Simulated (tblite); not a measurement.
**Geometry relaxation of CH₆N₂Si (part 2 of 2)**

The same run, continued: CH₆N₂Si, SMILES C=N[SiH2]N; GFN2-xTB, R-SCC (tblite 0.8.0). The geometry comes from this level: GFN2-xTB.

Geometry of the input (Å):
```
C  -1.8708  0.7995  -0.4345
N  -0.6411  0.6005  -0.4026
Si 0.3512  -0.5731  0.4201
N  2.0113  -0.3309  0.0391
H  -2.2626  1.6165  -1.0389
H  -2.6230  0.2124  0.1049
H  0.2340  -0.4035  1.8665
H  0.0200  -1.9204  -0.0383
H  2.3123  -0.4947  -0.9086
H  2.4688  0.4936  0.3923
```

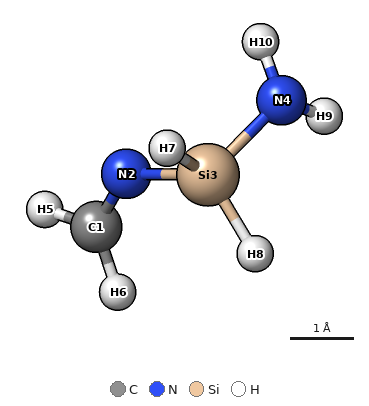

Fig. 1: The geometry at step 81 of the log (ball-and-stick view, seen at a tilt; atoms are numbered from 1 in the order of the input).

Trajectory as extended XYZ, continued:
```
10
Properties=species:S:1:pos:R:3:forces:R:3 step=43 energy=-347.32970
C    -1.8570    0.8082   -0.4288   -0.0001  -0.0364   0.0215
N    -0.6357    0.6847   -0.2133   -0.1698   0.0855  -0.0744
Si    0.3530   -0.5637    0.4673    0.2162  -0.1231   0.0343
N     2.0034   -0.3059    0.0283    0.0181   0.0818  -0.1609
H    -2.2302    1.7376   -0.8522   -0.0160   0.0634  -0.0096
H    -2.6262    0.0507   -0.2251    0.1061  -0.0056  -0.0365
H     0.2192   -0.4123    1.9159    0.0680   0.0148  -0.0074
H     0.0429   -1.9182    0.0075   -0.0280   0.0165   0.0123
H     2.3456   -0.7074   -0.8371   -0.1024   0.1275   0.2364
H     2.3849    0.6263    0.1376   -0.0920  -0.2245  -0.0156
10
Properties=species:S:1:pos:R:3:forces:R:3 step=48 energy=-347.34160
C    -1.8535    0.8101   -0.4405   -0.0206   0.0026   0.0683
N    -0.6514    0.7176   -0.1271   -0.0273   0.0235   0.0353
Si    0.3554   -0.5560    0.4886   -0.0500   0.0341  -0.0136
N     1.9836   -0.2852    0.0061    0.0460  -0.0482  -0.0401
H    -2.2591    1.7832   -0.7268    0.0397  -0.1104  -0.0170
H    -2.5730   -0.0212   -0.4368    0.0693   0.0770  -0.0492
H     0.2639   -0.4090    1.9411    0.0220   0.0374   0.0008
H     0.0053   -1.9042    0.0438    0.0171  -0.0393  -0.0171
H     2.3688   -0.7832   -0.7785   -0.0477  -0.0063  -0.0082
H     2.3599    0.6478    0.0300   -0.0486   0.0296   0.0409
10
Properties=species:S:1:pos:R:3:forces:R:3 step=54 energy=-347.34608
C    -1.8492    0.8098   -0.4335    0.0132   0.0318  -0.0596
N    -0.6630    0.7454   -0.0600   -0.0068  -0.0020   0.0127
Si    0.3524   -0.5430    0.5011   -0.0098  -0.0238   0.0316
N     1.9734   -0.2861   -0.0105   -0.0284  -0.0001   0.0459
H    -2.2824    1.7805   -0.6762    0.0112  -0.0410   0.0084
H    -2.5186   -0.0500   -0.5540    0.0060   0.0219  -0.0006
H     0.2759   -0.3854    1.9533    0.0307  -0.0004   0.0211
H     0.0025   -1.8920    0.0509   -0.0011  -0.0059   0.0055
H     2.3559   -0.8252   -0.7672    0.0008   0.0505  -0.0439
H     2.3530    0.6460   -0.0039   -0.0157  -0.0310  -0.0210
10
Properties=species:S:1:pos:R:3:forces:R:3 step=59 energy=-347.34798
C    -1.8436    0.8117   -0.4417    0.0384  -0.0426   0.0253
N    -0.6653    0.7474   -0.0422   -0.0440  -0.0123  -0.0039
Si    0.3476   -0.5482    0.5084    0.0476  -0.0015   0.0082
N     1.9695   -0.2903   -0.0044   -0.0069  -0.0115  -0.0132
H    -2.2868    1.7800   -0.6609    0.0159   0.0555  -0.0301
H    -2.5051   -0.0488   -0.5934    0.0123  -0.0121  -0.0115
H     0.3057   -0.3825    1.9596   -0.0182  -0.0069   0.0396
H    -0.0063   -1.8962    0.0583   -0.0075  -0.0018   0.0129
H     2.3512   -0.8211   -0.7683   -0.0298   0.0291  -0.0318
H     2.3330    0.6479   -0.0154   -0.0078   0.0041   0.0044
10
Properties=species:S:1:pos:R:3:forces:R:3 step=65 energy=-347.35199
C    -1.8308    0.8117   -0.4456   -0.0256  -0.0464  -0.0301
N    -0.6659    0.7336   -0.0131    0.0376   0.0121  -0.0139
Si    0.3493   -0.5635    0.5318   -0.0402   0.0061   0.0416
N     1.9632   -0.2995   -0.0056    0.0037   0.0184  -0.0288
H    -2.2514    1.7870   -0.6963    0.0337  -0.0737   0.0337
H    -2.4945   -0.0482   -0.6036   -0.0005   0.0707  -0.0250
H     0.3189   -0.3811    1.9848    0.0047  -0.0469  -0.0451
H    -0.0011   -1.9092    0.0681   -0.0145   0.0166   0.0577
H     2.3145   -0.7800   -0.8170   -0.0516   0.0031  -0.0087
H     2.2979    0.6493   -0.0036    0.0527   0.0401   0.0185
10
Properties=species:S:1:pos:R:3:forces:R:3 step=70 energy=-347.35848
C    -1.8018    0.7981   -0.4635    0.0754   0.0619  -0.0075
N    -0.6649    0.7240    0.0415   -0.1792  -0.0113   0.0005
Si    0.3498   -0.5721    0.5820    0.0206   0.0389  -0.1467
N     1.9412   -0.2985   -0.0217    0.0267   0.0102  -0.0054
H    -2.2221    1.7760   -0.6903    0.0013   0.0420  -0.0066
H    -2.4468   -0.0500   -0.7183    0.0508  -0.0554   0.0335
H     0.3656   -0.3901    2.0270   -0.0023  -0.0145   0.0648
H    -0.0228   -1.9088    0.1222   -0.0044  -0.0711   0.0473
H     2.2226   -0.7293   -0.8877   -0.0277   0.0256   0.0154
H     2.2793    0.6505    0.0088    0.0386  -0.0263   0.0047
10
Properties=species:S:1:pos:R:3:forces:R:3 step=75 energy=-347.36356
C    -1.7867    0.7942   -0.4810   -0.0611  -0.0545  -0.0115
N    -0.6880    0.7216    0.0969    0.0727   0.0794   0.0149
Si    0.3506   -0.5647    0.6038   -0.0267  -0.0422   0.0816
N     1.9298   -0.3035   -0.0380   -0.0515  -0.0321   0.0393
H    -2.2125    1.7716   -0.6933   -0.0538   0.0314  -0.0271
H    -2.3849   -0.0688   -0.7968   -0.0095   0.0354  -0.0155
H     0.3859   -0.3908    2.0556    0.0307  -0.0061  -0.0631
H    -0.0373   -1.9062    0.1678    0.0214  -0.0576   0.0123
H     2.1475   -0.6848   -0.9433    0.0136  -0.0019  -0.0473
H     2.2956    0.6314    0.0283    0.0641   0.0482   0.0164
10
Properties=species:S:1:pos:R:3:forces:R:3 step=81 energy=-347.36731
C    -1.7686    0.7884   -0.4978    0.0056  -0.0042   0.0131
N    -0.7045    0.7307    0.1469   -0.0207  -0.0085  -0.0157
Si    0.3429   -0.5621    0.6357   -0.0109   0.0069  -0.0309
N     1.9049   -0.3133   -0.0564    0.0010  -0.0174  -0.0260
H    -2.2241    1.7555   -0.7030    0.0115   0.0153   0.0038
H    -2.3120   -0.0791   -0.8871   -0.0231  -0.0115  -0.0034
H     0.4278   -0.3843    2.0804    0.0201   0.0113  -0.0094
H    -0.0516   -1.9110    0.2172    0.0229   0.0118   0.0104
H     2.0551   -0.6165   -1.0065   -0.0035   0.0165   0.0295
H     2.3300    0.5918    0.0706   -0.0030  -0.0203   0.0286
10
Properties=species:S:1:pos:R:3:forces:R:3 step=86 energy=-347.36928
C    -1.7713    0.7854   -0.5042   -0.0394   0.0425  -0.0540
N    -0.7054    0.7314    0.1354    0.0697  -0.0141   0.0504
Si    0.3383   -0.5601    0.6347    0.0407   0.0089   0.0046
N     1.8997   -0.3253   -0.0641   -0.0047   0.0223   0.0341
H    -2.2156    1.7521   -0.7370    0.0106   0.0075   0.0300
H    -2.3224   -0.0843   -0.8710   -0.0678  -0.0599  -0.0251
H     0.4417   -0.3842    2.0775    0.0046   0.0433   0.0009
H    -0.0465   -1.9161    0.2407   -0.0180  -0.0187  -0.0297
H     2.0179   -0.5476   -1.0391    0.0036  -0.0193  -0.0417
H     2.3636    0.5488    0.1272    0.0009  -0.0124   0.0305
10
Properties=species:S:1:pos:R:3:forces:R:3 step=91 energy=-347.37072
C    -1.7773    0.7840   -0.5102   -0.0147  -0.0329   0.0419
N    -0.6993    0.7312    0.1123   -0.0396  -0.0268  -0.0325
Si    0.3408   -0.5579    0.6270   -0.0232  -0.0196   0.0012
N     1.9038   -0.3319   -0.0663   -0.0032  -0.0190   0.0508
H    -2.2150    1.7508   -0.7539    0.0238   0.0072   0.0143
H    -2.3570   -0.0878   -0.8367    0.0211   0.0148  -0.0074
H     0.4396   -0.3749    2.0695    0.0039   0.0447  -0.0051
H    -0.0410   -1.9177    0.2385   -0.0238   0.0039  -0.0205
H     2.0152   -0.5127   -1.0502    0.0148  -0.0060  -0.0524
H     2.3902    0.5170    0.1700    0.0411   0.0337   0.0097
10
Properties=species:S:1:pos:R:3:forces:R:3 step=97 energy=-347.37300
C    -1.7986    0.7796   -0.5034    0.0040  -0.0052   0.0068
N    -0.6998    0.7276    0.0806   -0.0166  -0.0102  -0.0195
Si    0.3431   -0.5543    0.6059    0.0081   0.0116  -0.0006
N     1.9220   -0.3410   -0.0555   -0.0007   0.0099   0.0027
H    -2.2340    1.7490   -0.7413   -0.0030  -0.0027   0.0051
H    -2.3929   -0.0908   -0.8067    0.0194   0.0138   0.0039
H     0.4317   -0.3400    2.0448   -0.0045   0.0005   0.0075
H    -0.0503   -1.9097    0.2123    0.0043   0.0034   0.0040
H     2.0518   -0.5127   -1.0399    0.0078   0.0037  -0.0077
H     2.4270    0.4923    0.2031   -0.0188  -0.0248  -0.0021
10
Properties=species:S:1:pos:R:3:forces:R:3 step=102 energy=-347.37320
C    -1.8005    0.7776   -0.5056   -0.0021   0.0009  -0.0052
N    -0.7022    0.7298    0.0793    0.0059   0.0013   0.0003
Si    0.3427   -0.5496    0.6059   -0.0049  -0.0053   0.0018
N     1.9200   -0.3447   -0.0598    0.0068  -0.0111  -0.0144
H    -2.2417    1.7448   -0.7415    0.0001   0.0003   0.0046
H    -2.3875   -0.0953   -0.8128    0.0002  -0.0013   0.0000
H     0.4354   -0.3323    2.0444   -0.0047   0.0028   0.0018
H    -0.0541   -1.9057    0.2181    0.0008   0.0008   0.0021
H     2.0460   -0.4945   -1.0486   -0.0016   0.0072   0.0112
H     2.4418    0.4699    0.2205   -0.0006   0.0044  -0.0021
10
Properties=species:S:1:pos:R:3:forces:R:3 step=108 energy=-347.37323
C    -1.7998    0.7774   -0.5062    0.0001   0.0009  -0.0004
N    -0.7013    0.7296    0.0783    0.0062  -0.0002   0.0029
Si    0.3430   -0.5499    0.6065    0.0011  -0.0008  -0.0022
N     1.9207   -0.3469   -0.0602   -0.0007   0.0073   0.0059
H    -2.2415    1.7445   -0.7412    0.0012   0.0019   0.0021
H    -2.3869   -0.0954   -0.8132   -0.0010  -0.0040  -0.0012
H     0.4346   -0.3313    2.0451   -0.0030   0.0023  -0.0044
H    -0.0540   -1.9059    0.2197   -0.0015  -0.0041   0.0017
H     2.0437   -0.4904   -1.0500   -0.0014  -0.0006  -0.0034
H     2.4415    0.4683    0.2212   -0.0010  -0.0028  -0.0010
10
Properties=species:S:1:pos:R:3:forces:R:3 step=113 energy=-347.37324
C    -1.7984    0.7771   -0.5066   -0.0012   0.0009   0.0007
N    -0.7008    0.7291    0.0795    0.0001  -0.0009  -0.0006
Si    0.3429   -0.5508    0.6070   -0.0003  -0.0004  -0.0002
N     1.9199   -0.3467   -0.0610    0.0002   0.0006   0.0003
H    -2.2403    1.7445   -0.7399   -0.0007  -0.0001  -0.0004
H    -2.3842   -0.0959   -0.8161    0.0002   0.0013  -0.0005
H     0.4342   -0.3300    2.0451   -0.0005  -0.0002   0.0009
H    -0.0549   -1.9073    0.2221    0.0009  -0.0010   0.0009
H     2.0407   -0.4879   -1.0515    0.0006   0.0003  -0.0003
H     2.4408    0.4680    0.2213    0.0007  -0.0006  -0.0008
```

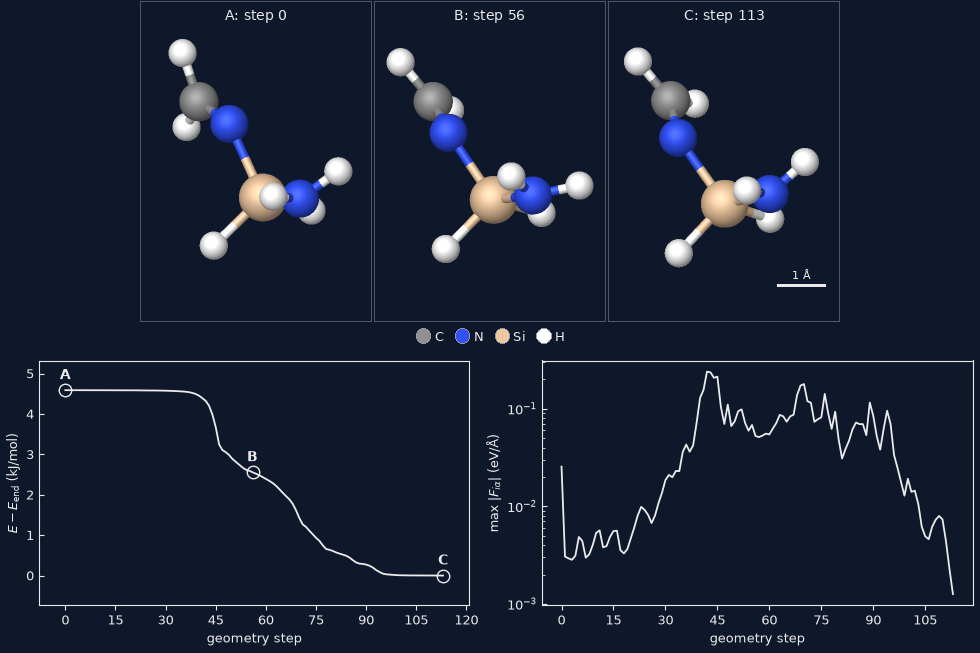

Fig. 2: Frames of the relaxation (ball-and-stick view, seen at a tilt) above the curves, on which the letters mark them (steps are counted from 0).

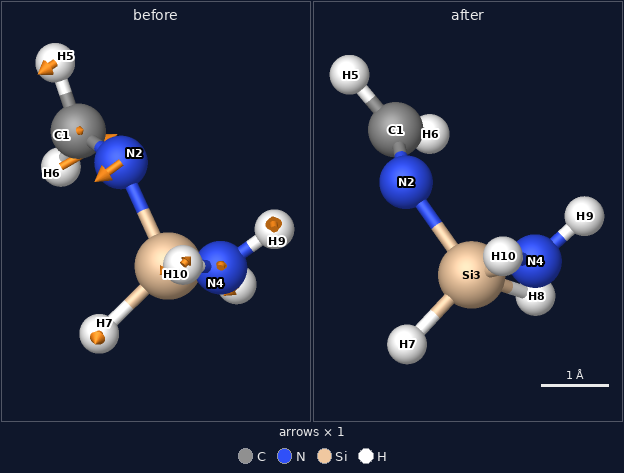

Fig. 3: Before (left) and after (right) the relaxation, at one scale (ball-and-stick view, seen at a tilt). The orange arrows give the displacements, at true length. The atom that moves furthest after the best rigid fit is H6 (0.99 Å). By element the largest moves are H 0.99 Å, N 0.51 Å, Si 0.19 Å, C 0.10 Å. Among the contacts that change: N2–Si3 1.743 → 1.734 Å, Si3–N4 1.720 → 1.725 Å. Among the angles that change: N2–Si3–H7 110.1° → 103.1°, N2–Si3–H8 110.1° → 116.1°. Over 113 geometry steps the energy falls by 4.59 kJ/mol. The largest force component goes from 0.025 to 0.0013 eV/Å. (Atoms are counted from 1 in the order of the input.)

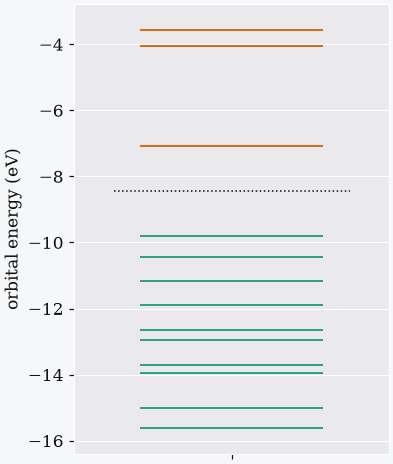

Fig. 4: Orbital energies near the frontier; the dotted line parts filled from empty levels, and levels within 0.02 eV of each other stand side by side. Highest filled −9.82 eV, lowest empty −7.07 eV, 2.75 eV apart.
